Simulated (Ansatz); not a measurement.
## TaC: C → Sn

Start from TaC in the rock salt structure (space group Fm-3m, No. 225; a = 4.440 Å).

It is then changed as follows: Sn takes the place of C on all its sites, then cell and atoms are relaxed.

Level of theory: PBEsol/PAW in Ansatz (a program for electronic structure), no spin-orbit coupling. k-mesh 14×14×14 (Γ-centred); smearing 0.05 eV (Fermi–Dirac), for the changed cell.

```tsv
quantity	base	changed	shift
volume per atom	10.94 Å³	21.65 Å³	+10.71 Å³
density	14.64 g/cm³	11.49 g/cm³	-3.15 g/cm³
space group	Fm-3m (No. 225)	Fm-3m (No. 225)	–
shortest interatomic distance	2.220 Å	2.787 Å	+0.567 Å
band gap	zero	zero	–
```

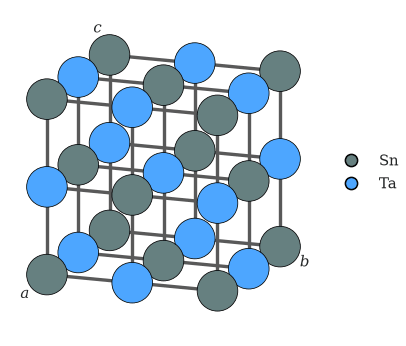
Figure: The relaxed conventional cell after the change

Cost of the whole job for the changed cell (relaxation, final SCF and bands): around 60 core-seconds (rough).

No phonon test of stability was made. As relaxed here, TaSn is a hypothetical phase, not in the database extracts checked. The final runs are not spin-polarised. An odd electron count without spin: TaSn and TaC. TaSn has a high density of states at the Fermi level and may be magnetic at this level.
